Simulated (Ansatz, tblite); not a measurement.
# The cluster B₄: isomers from a random search

Which shape does the cluster B₄ prefer? Candidates from a tight-binding search are relaxed and compared.

Program: Ansatz 0.2.0, Gaussian basis. Level of theory: relaxed with PBE-D4/def2-TZVP, singlet. These are calculated values, not measurements.

## (1) The starting structure

4 atoms, charge 0, spin multiplicity 1.

Atoms are counted from 1 here; the program's logs count them from 0.

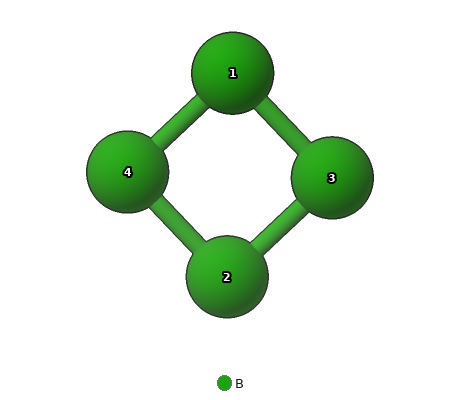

Start geometry, drawn with boron green; atoms are numbered from 1 in the order of the file.

A search from random starts with GFN2-xTB found 2 distinct shapes; 2 go on here. The structure above is candidate A, which lies 0.00 eV above the lowest at that level; B lies 2.16 eV above the lowest at that level.

## (2) Relaxing candidate A

Contents of in.yaml:

```yaml
crystal:
  periodic: [false, false, false]
  atoms:
    - {symbol: B, position_ang: [-0.596270, 0.894360, 0.043060]}
    - {symbol: B, position_ang: [0.596040, -0.894150, -0.049700]}
    - {symbol: B, position_ang: [-0.895460, -0.598820, 0.038440]}
    - {symbol: B, position_ang: [0.895690, 0.598620, -0.031800]}
basis:
  gaussian: {orbitals: def2-TZVP}
hamiltonian: {xc: pbe, dispersion: d4}
scf: {lower_state_search: "off"}
output: {orbitals: {seedname: orbitals}}
relax: {f_tol: 0.02, max_steps: 100}
```

Launch:

```bash
$ ansatz run in.yaml --threads 4 --pin off --events-out ev --progress --plain --max-ram 3916MiB
```

The program printed, cut to the lines that bear on the results:

```text
Functional definition: PBE
  name "PBE"
  cite "Perdew, Burke & Ernzerhof, Phys. Rev. Lett. 77, 3865 (1996) doi:10.1103/PhysRevLett.77.3865"
  parent pbe
[...]
676 factors; their error is unknown
[...]
mean field -2694.04507462 eV, -99.0043304030 hartree, gradient 7.1e-6 eV, S^2 0.000000; 0 other end points of the search recorded, 0 dependent functions left out
[...]
reference -2694.04510731 eV, -99.0043316043 hartree; 10, 10 occupied and 114, 114 virtual orbitals, 676 factors
relax step   1: F+E_penalty+E_count = -2694.14125324 eV  Δ(F+E_penalty+E_count) = +0.000e0 eV  max|allowed force component| = 2.369e-1 eV/Å  Δτ_max = 0.0000 Å  (17 SCF iters, accepted)
[...]
relax step   4: F+E_penalty+E_count = -2694.14410232 eV  Δ(F+E_penalty+E_count) = -1.140e-6 eV  max|allowed force component| = 1.545e-3 eV/Å  Δτ_max = 0.0003 Å  (22 SCF iters, accepted)
[...]
relax step   7: F+E_penalty+E_count = -2694.14430505 eV  Δ(F+E_penalty+E_count) = -1.615e-4 eV  max|allowed force component| = 2.125e-2 eV/Å  Δτ_max = 0.0076 Å  (21 SCF iters, accepted)
[...]
relax step  10: F+E_penalty+E_count = -2694.18324455 eV  Δ(F+E_penalty+E_count) = -2.498e-2 eV  max|allowed force component| = 2.549e-1 eV/Å  Δτ_max = 0.0731 Å  (26 SCF iters, accepted)
[...]
relax step  11: F+E_penalty+E_count = -2694.20409092 eV  Δ(F+E_penalty+E_count) = -2.085e-2 eV  max|allowed force component| = 1.218e-1 eV/Å  Δτ_max = 0.0271 Å  (20 SCF iters, accepted)
[...]
relax step  12: F+E_penalty+E_count = -2694.21087179 eV  Δ(F+E_penalty+E_count) = -6.781e-3 eV  max|allowed force component| = 1.919e-2 eV/Å  Δτ_max = 0.0322 Å  (20 SCF iters, accepted)
Total energy: -2694.21090493 eV, -99.0104245543 hartree
Atom 0 at    -0.510299     0.765738     0.043141 Å, force    -0.011627     0.018751    -0.013364 eV/Å
Atom 1 at     0.510667    -0.765840    -0.036293 Å, force     0.008971    -0.019187    -0.015091 eV/Å
Atom 2 at    -1.020907    -0.682363     0.036585 Å, force    -0.006347    -0.006673     0.014501 eV/Å
Atom 3 at     1.020539     0.682474    -0.043432 Å, force     0.009004     0.007110     0.013954 eV/Å
Dipole moment:    -0.000027     0.000004    -0.000429 e Å
Checks for a lower state left out: stability, starts, cluster_reference, orbital_swaps, neighbouring_geometries, increment
```

It took 3.8 s on 4 threads of Arm Neoverse V2, shared host.

Along the way:

| step | energy from step 1 (eV) | largest force component (eV/Å) |
| --- | --- | --- |
| 1 | 0.0000 | 0.2369 |
| 2 | -0.0023 | 0.0937 |
| 3 | -0.0028 | 0.0020 |
| 4 | -0.0028 | 0.0015 |
| 5 | -0.0029 | 0.0019 |
| 6 | -0.0029 | 0.0108 |
| 7 | -0.0031 | 0.0212 |
| 8 | -0.0041 | 0.0488 |
| 9 | -0.0170 | 0.2497 |
| 10 | -0.0420 | 0.2549 |
| 11 | -0.0628 | 0.1218 |
| 12 | -0.0696 | 0.0192 |

The force was under the threshold of 0.02 eV/Å already at step 3, but the program went on to step 12.

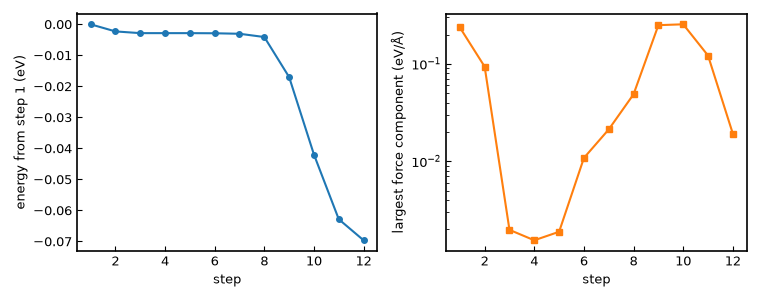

Energy and force, step by step.

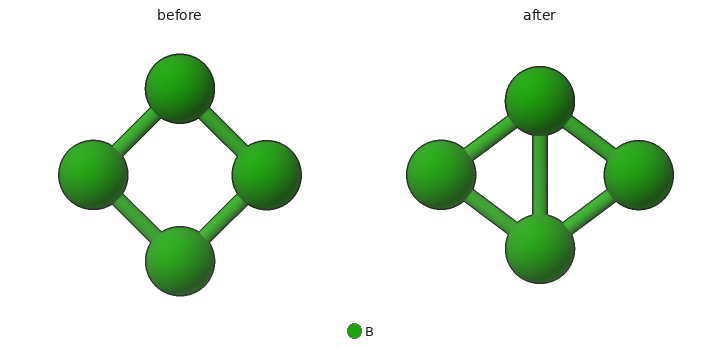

The geometry before (left) and after (right).

Close pairs (by a distance rule), those that changed most:

| bond | before (Å) | after (Å) | change (Å) |
| --- | --- | --- | --- |
| B1–B2 | 2.152 | 1.842 | -0.309 |
| B2–B4 | 1.523 | 1.535 | +0.013 |
| B1–B4 | 1.523 | 1.536 | +0.013 |
| B1–B3 | 1.523 | 1.536 | +0.013 |
| B2–B3 | 1.523 | 1.536 | +0.013 |

## (3) Relaxing candidate B

Contents of in.yaml:

```yaml
crystal:
  periodic: [false, false, false]
  atoms:
    - {symbol: B, position_ang: [0.235330, -0.142770, -0.232440]}
    - {symbol: B, position_ang: [1.585390, -0.928560, -0.300840]}
    - {symbol: B, position_ang: [-1.113360, 0.652630, -0.415460]}
    - {symbol: B, position_ang: [-0.707370, 0.418700, 0.948750]}
basis:
  gaussian: {orbitals: def2-TZVP}
hamiltonian: {xc: pbe, dispersion: d4}
scf: {lower_state_search: "off"}
output: {orbitals: {seedname: orbitals}}
relax: {f_tol: 0.02, max_steps: 100}
```

Same command.

The program printed, cut to the lines that bear on the results:

```text
Functional definition: PBE
  name "PBE"
  cite "Perdew, Burke & Ernzerhof, Phys. Rev. Lett. 77, 3865 (1996) doi:10.1103/PhysRevLett.77.3865"
  parent pbe
[...]
676 factors; their error is unknown
[...]
mean field -2691.57021720 eV, -98.9133810705 hartree, gradient 9.4e-6 eV, S^2 0.000000; 0 other end points of the search recorded, 0 dependent functions left out
[...]
reference -2691.57025194 eV, -98.9133823469 hartree; 10, 10 occupied and 114, 114 virtual orbitals, 676 factors
relax step   1: F+E_penalty+E_count = -2691.66955907 eV  Δ(F+E_penalty+E_count) = +0.000e0 eV  max|allowed force component| = 2.979e0 eV/Å  Δτ_max = 0.0000 Å  (23 SCF iters, accepted)
[...]
relax step   3: F+E_penalty+E_count = -2691.94215578 eV  Δ(F+E_penalty+E_count) = -5.648e-2 eV  max|allowed force component| = 5.851e-1 eV/Å  Δτ_max = 0.1474 Å  (30 SCF iters, accepted)
[...]
relax step   4: F+E_penalty+E_count = -2691.96296589 eV  Δ(F+E_penalty+E_count) = -2.081e-2 eV  max|allowed force component| = 1.997e-2 eV/Å  Δτ_max = 0.0428 Å  (25 SCF iters, accepted)
Total energy: -2691.96300089 eV, -98.9278156046 hartree
Atom 0 at     0.222368    -0.129500    -0.059443 Å, force    -0.019972     0.010829     0.007089 eV/Å
Atom 1 at     1.643989    -0.965595    -0.428307 Å, force    -0.012461     0.007707     0.002139 eV/Å
Atom 2 at    -1.079400     0.630872    -0.499494 Å, force     0.015535    -0.008888    -0.010571 eV/Å
Atom 3 at    -0.786967     0.464224     0.987253 Å, force     0.016898    -0.009647     0.001342 eV/Å
Dipole moment:     0.019567    -0.011275    -0.005356 e Å
Checks for a lower state left out: stability, starts, cluster_reference, orbital_swaps, neighbouring_geometries, increment
```

It took 1.4 s on 4 threads of Arm Neoverse V2, shared host.

Step by step:

| step | energy from step 1 (eV) | largest force component (eV/Å) |
| --- | --- | --- |
| 1 | 0.0000 | 2.9791 |
| 2 | -0.2161 | 1.1395 |
| 3 | -0.2726 | 0.5851 |
| 4 | -0.2934 | 0.0200 |

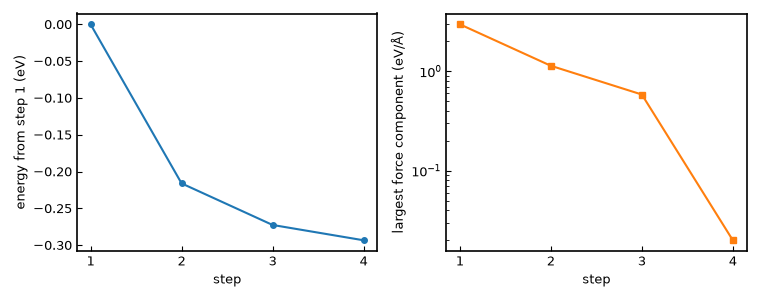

Energy and largest force along the relaxation.

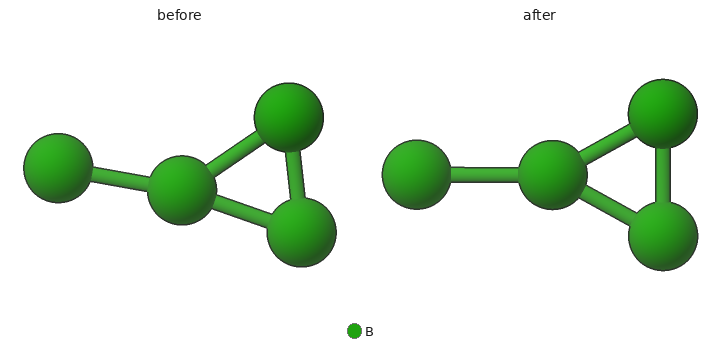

Before and after, at one scale.

Distances of close pairs at the start and the end, largest changes first:

| bond | before (Å) | after (Å) | change (Å) |
| --- | --- | --- | --- |
| B1–B2 | 1.564 | 1.690 | +0.126 |
| B3–B4 | 1.442 | 1.524 | +0.082 |
| B1–B4 | 1.612 | 1.571 | -0.042 |
| B1–B3 | 1.576 | 1.570 | -0.006 |

## (4) The relaxed candidates

| candidate | point group | bonds (count, mean Å) | energy above the lowest (kJ/mol) |
| --- | --- | --- | --- |
| A | D2h | B–B 5, 1.60 | 0.0 |
| B | C2v | B–B 4, 1.59 | 216.9 |

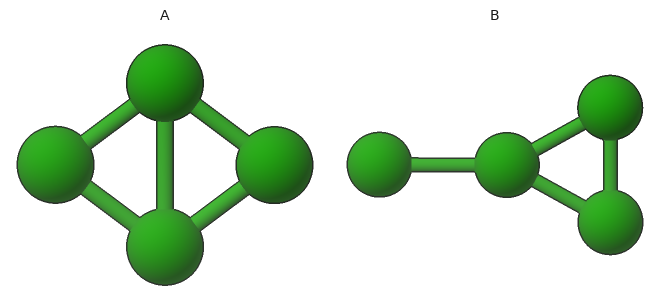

The candidates after relaxation.

## (5) Candidate B, GFN1-xTB

Tight binding, by tblite at 300 K electronic temperature and without a spin-polarisation term:

```python
tblite.interface.Calculator('GFN1-xTB', numbers, positions, charge=0, uhf=0).singlepoint()
```

Energy -146.4040 eV, HOMO -9.06 eV, LUMO -8.74 eV; 0.002 s.

## (6) Candidate B, GFN2-xTB

Tight binding, by tblite at 300 K electronic temperature and without a spin-polarisation term:

```python
tblite.interface.Calculator('GFN2-xTB', numbers, positions, charge=0, uhf=0).singlepoint()
```

Energy -123.3270 eV, HOMO -6.49 eV, LUMO -6.04 eV; 0.002 s.

## (7) Candidate B, PBE0-D4/def2-TZVP

start.molden holds the orbitals of an earlier run on this state, given as this run's starting guess.

Contents of in.yaml:

```yaml
crystal:
  periodic: [false, false, false]
  atoms:
    - {symbol: B, position_ang: [0.222368, -0.129500, -0.059443]}
    - {symbol: B, position_ang: [1.643989, -0.965595, -0.428307]}
    - {symbol: B, position_ang: [-1.079400, 0.630872, -0.499494]}
    - {symbol: B, position_ang: [-0.786967, 0.464224, 0.987253]}
basis:
  gaussian: {orbitals: def2-TZVP, initial_orbitals: start.molden}
hamiltonian: {xc: pbe0, dispersion: d4}
scf: {omitted_lower_state_checks: [starts]}
output: {orbitals: {seedname: orbitals}}
```

Launched as before.

The program printed:

```text
Functional definition: PBE0
  name "PBE0"
  cite "Adamo & Barone, J. Chem. Phys. 110, 6158 (1999) doi:10.1063/1.478522"
  cite "Perdew, Burke & Ernzerhof, Phys. Rev. Lett. 77, 3865 (1996) doi:10.1103/PhysRevLett.77.3865"
  parent pbe
  parameter a = 0.25
  parameter kappa = 0.804
  parameter beta = 0.06672455060314922
  exchange = (1 - a)*pbe_x(kappa = kappa, mu = beta*pi^2/3) + a*exact_x
  correlation = pbe_c(beta = beta)
these checks for a lower state are left out or cut short: starts
676 factors; their error is unknown
mean field evaluation 1: about -2691.6660 eV, gradient 5.9e0 eV
mean field evaluation 2: about -2691.7782 eV, gradient 2.5e-1 eV
mean field evaluation 4: about -2691.7821 eV, gradient 2.3e-1 eV
mean field evaluation 8: about -2691.7823 eV, gradient 1.6e-5 eV
mean field -2691.78225561 eV, -98.9211733380 hartree, gradient 1.6e-5 eV, S^2 0.000000; 0 other end points of the search recorded, 0 dependent functions left out
reference -2691.78228257 eV, -98.9211743288 hartree; 10, 10 occupied and 114, 114 virtual orbitals, 676 factors
Total energy: -2691.86414503 eV, -98.9241827188 hartree
Checks for a lower state left out: starts
```

Wall time 0.45 s (4 threads of Arm Neoverse V2, shared host).

From the report: HOMO -6.67 eV, LUMO -4.24 eV.

## (8) Candidate B, PBE-D4/def2-TZVP

Changes to in.yaml since step 7:

```diff
@@ -9,4 +9,4 @@
   gaussian: {orbitals: def2-TZVP, initial_orbitals: start.molden}
-hamiltonian: {xc: pbe0, dispersion: d4}
+hamiltonian: {xc: pbe, dispersion: d4}
 scf: {omitted_lower_state_checks: [starts]}
-output: {orbitals: {seedname: orbitals}}
+output: {forces: true, orbitals: {seedname: orbitals}}
```

Same command.

The program printed, cut to the lines that bear on the results:

```text
Functional definition: PBE
  name "PBE"
  cite "Perdew, Burke & Ernzerhof, Phys. Rev. Lett. 77, 3865 (1996) doi:10.1103/PhysRevLett.77.3865"
  parent pbe
[...]
676 factors; their error is unknown
[...]
mean field -2691.86527527 eV, -98.9242242544 hartree, gradient 7.0e-6 eV, S^2 0.000000; 0 other end points of the search recorded, 0 dependent functions left out
[...]
reference -2691.86531028 eV, -98.9242255411 hartree; 10, 10 occupied and 114, 114 virtual orbitals, 676 factors
Total energy: -2691.96300289 eV, -98.9278156780 hartree
Atom 0 at     0.222368    -0.129500    -0.059443 Å, force    -0.020000     0.010844     0.007111 eV/Å
Atom 1 at     1.643989    -0.965595    -0.428307 Å, force    -0.012415     0.007680     0.002139 eV/Å
Atom 2 at    -1.079400     0.630872    -0.499494 Å, force     0.015508    -0.008872    -0.010517 eV/Å
Atom 3 at    -0.786967     0.464224     0.987253 Å, force     0.016907    -0.009653     0.001267 eV/Å
Dipole moment:     0.019566    -0.011275    -0.005356 e Å
Checks for a lower state left out: starts
```

It took 0.5 s on 4 threads of Arm Neoverse V2, shared host.

Report: HOMO -5.91 eV, LUMO -4.88 eV.

## (9) Candidate B, r2SCAN-D4/def2-TZVP

Changes to in.yaml since step 8:

```diff
@@ -9,4 +9,4 @@
   gaussian: {orbitals: def2-TZVP, initial_orbitals: start.molden}
-hamiltonian: {xc: pbe, dispersion: d4}
+hamiltonian: {xc: r2scan, dispersion: d4}
 scf: {omitted_lower_state_checks: [starts]}
-output: {forces: true, orbitals: {seedname: orbitals}}
+output: {orbitals: {seedname: orbitals}}
```

Launched as before.

The program printed:

```text
Functional definition: r2SCAN
  name "r2SCAN"
  cite "Furness, Kaplan, Ning, Perdew & Sun, J. Phys. Chem. Lett. 11, 8208 (2020) doi:10.1021/acs.jpclett.0c02405"
  cite "Furness, Kaplan, Ning, Perdew & Sun, J. Phys. Chem. Lett. 11, 9248 (2020) doi:10.1021/acs.jpclett.0c03077"
  parent r2scan
  parameter k0 = 0.174
  parameter k1 = 0.065
  parameter a1 = 4.9479
  exchange = r2scan_x(k0 = k0, k1 = k1, a1 = a1)
  correlation = r2scan_c
these checks for a lower state are left out or cut short: starts
676 factors; their error is unknown
mean field evaluation 1: about -2694.0396 eV, gradient 3.7e0 eV
mean field evaluation 2: about -2694.0893 eV, gradient 1.5e-1 eV
mean field evaluation 4: about -2694.0861 eV, gradient 1.1e-3 eV
mean field -2694.08612127 eV, -99.0058388395 hartree, gradient 1.8e-5 eV, S^2 0.000000; 0 other end points of the search recorded, 0 dependent functions left out
reference -2694.08613274 eV, -99.0058392608 hartree; 10, 10 occupied and 114, 114 virtual orbitals, 676 factors
Total energy: -2694.10685197 eV, -99.0066006787 hartree
Checks for a lower state left out: starts
```

It took 0.9 s on 4 threads of Arm Neoverse V2, shared host.

HOMO -6.02 eV, LUMO -4.85 eV.

## (10) Candidate B, revPBE-D4/def2-TZVP

Changes to in.yaml since step 9:

```diff
@@ -9,3 +9,3 @@
   gaussian: {orbitals: def2-TZVP, initial_orbitals: start.molden}
-hamiltonian: {xc: r2scan, dispersion: d4}
+hamiltonian: {xc: {name: revPBE}, dispersion: d4}
 scf: {omitted_lower_state_checks: [starts]}
```

Same command.

The program printed:

```text
Functional definition: revPBE
  name "revPBE"
  cite "Zhang & Yang, Phys. Rev. Lett. 80, 890 (1998) doi:10.1103/PhysRevLett.80.890"
  cite "Perdew, Burke & Ernzerhof, Phys. Rev. Lett. 77, 3865 (1996) doi:10.1103/PhysRevLett.77.3865"
  parameter kappa = 1.245
  parameter beta = 0.06672455060314922
  exchange = pbe_x(kappa = kappa, mu = beta*pi^2/3)
  correlation = pbe_c(beta = beta)
these checks for a lower state are left out or cut short: starts
676 factors; their error is unknown
mean field evaluation 1: about -2695.6895 eV, gradient 5.8e0 eV
mean field evaluation 2: about -2695.7779 eV, gradient 2.5e-1 eV
mean field evaluation 4: about -2695.7700 eV, gradient 2.4e-1 eV
mean field evaluation 8: about -2695.7701 eV, gradient 1.0e-5 eV
mean field -2695.77010523 eV, -99.0677241086 hartree, gradient 1.0e-5 eV, S^2 0.000000; 0 other end points of the search recorded, 0 dependent functions left out
reference -2695.77014891 eV, -99.0677257136 hartree; 10, 10 occupied and 114, 114 virtual orbitals, 676 factors
Total energy: -2696.05036493 eV, -99.0780234627 hartree
Checks for a lower state left out: starts
```

Run time: 0.45 s. Hardware: 4 threads of Arm Neoverse V2, shared host.

HOMO -5.86 eV, LUMO -4.82 eV.

## (11) Candidate B, ωB97X-V/def2-TZVP

Changes to in.yaml since step 10:

```diff
@@ -9,3 +9,3 @@
   gaussian: {orbitals: def2-TZVP, initial_orbitals: start.molden}
-hamiltonian: {xc: {name: revPBE}, dispersion: d4}
+hamiltonian: {xc: {name: wB97X-V}}
 scf: {omitted_lower_state_checks: [starts]}
```

The command is unchanged.

The program printed, cut to the lines that bear on the results:

```text
Functional definition: wB97X-V
  name "wB97X-V"
  cite "Mardirossian & Head-Gordon, Phys. Chem. Chem. Phys. 16, 9904 (2014) doi:10.1039/C3CP54374A"
  cite "Becke, J. Chem. Phys. 107, 8554 (1997) doi:10.1063/1.475007"
  cite "Vydrov & Van Voorhis, J. Chem. Phys. 133, 244103 (2010) doi:10.1063/1.3521275"
[...]
      + integral(e_c_pw_opposite_spin*poly(b97_u_opposite, cos0, cos1)) + vv10(b, c)
[...]
676 factors; their error is unknown
184 factors; integrals over basis functions are off by at most 1.3e-5 eV
[...]
mean field -2694.64813843 eV, -99.0264925892 hartree, gradient 1.1e-5 eV, S^2 0.000000; 0 other end points of the search recorded, 0 dependent functions left out
reference -2694.64813668 eV, -99.0264925249 hartree; 10, 10 occupied and 114, 114 virtual orbitals, 676 factors
Total energy: -2694.64813668 eV, -99.0264925249 hartree
Checks for a lower state left out: starts
```

It took 1.4 s on 4 threads of Arm Neoverse V2, shared host.

Report: HOMO -8.65 eV, LUMO -2.31 eV.

## (12) Candidate B, CCSD(T)/def2-TZVPP

Changes to in.yaml since step 11:

```diff
@@ -8,4 +8,4 @@
 basis:
-  gaussian: {orbitals: def2-TZVP, initial_orbitals: start.molden}
-hamiltonian: {xc: {name: wB97X-V}}
+  gaussian: {orbitals: def2-TZVPP, initial_orbitals: start.molden}
+correlation: {method: ccsd_t}
 scf: {omitted_lower_state_checks: [starts]}
```

Launched as before.

The program printed, cut to the lines that bear on the results:

```text
Functional definition: HF
  name "HF"
  cite "Fock, Z. Phys. 61, 126 (1930) doi:10.1007/BF01340294"
  parent pbe
[...]
775 factors; integrals over basis functions are off by at most 8.2e-4 eV
[...]
mean field -2677.18227666 eV, -98.3846340079 hartree, gradient 4.6e-6 eV, S^2 0.000000; 0 other end points of the search recorded, 0 dependent functions left out; unrestricted orbitals would lower it
4 core orbitals not correlated: weight in the atoms' cores, before any rotation towards them, 1.000 or more for the frozen orbitals, at most 0.000 for the correlated occupied ones
reference -2677.18227666 eV, -98.3846340079 hartree; 6, 6 occupied and 114, 114 virtual orbitals, 775 factors
second order -9.76440322 eV of doubles, -0.00000000 eV of singles
cycle   1  -9.68892809 eV  change    7.5e-2 eV  update   1.5e-1
[...]
cycle  19  -10.55309940 eV  change   -4.4e-6 eV  update   2.2e-6
perturbative correction -1.00720111 eV, -0.0370139581 hartree
Total energy: -2688.74257717 eV, -98.8094672158 hartree
Checks for a lower state left out: starts
```

Run time: 2.4 s. Hardware: 4 threads of Arm Neoverse V2, shared host; peak memory 0.56 GiB.

From the report: Hartree-Fock HOMO -8.71 eV, LUMO -1.10 eV; T1 0.068. Doubts: large T1 diagnostic, restricted state is unstable towards broken spin symmetry.

## (13) B against A

The energies of A at these levels come from its own runs, whose logs aren't repeated here.

| level | B above A (kJ/mol) | time |
| --- | --- | --- |
| GFN1-xTB | +144.4 | 0.003 s |
| GFN2-xTB | +223.8 | 0.003 s |
| HF/def2-TZVPP† | +195.1 |  |
| PBE-D4/def2-TZVP | +216.9 | 0.9 s |
| revPBE-D4/def2-TZVP | +204.8 | 0.85 s |
| r2SCAN-D4/def2-TZVP | +226.1 | 1.8 s |
| PBE0-D4/def2-TZVP | +238.7 | 1.3 s |
| ωB97X-V/def2-TZVP | +243.0 | 2.7 s |
| MP2/def2-TZVPP† | +262.7 |  |
| CCSD/def2-TZVPP† | +203.4 |  |
| CCSD(T)/def2-TZVPP† | +201.5 | 4.1 s |

Times add the two runs; a level without a time comes out of a correlated run. † marks a level with a doubtful state (flagged, unstable, out of aufbau order, or strongly spin-contaminated); such levels are left out of the summary. CCSD(T)/def2-TZVPP is no safe reference here (large T1 diagnostic).

## (14) Outcome

```
                                                         quantity                    value
B above A, range of the levels free of doubt, tight binding aside  +204.8 to +243.0 kJ/mol
                                          levels that put B lower                     none
```

What this shows: All levels free of doubt put A (D2h) below B (C2v), by 144.4 to 243.0 kJ/mol. A random search of this size may have missed the true lowest shape. Only singlets are compared; another spin may lie lower and prefer another shape.
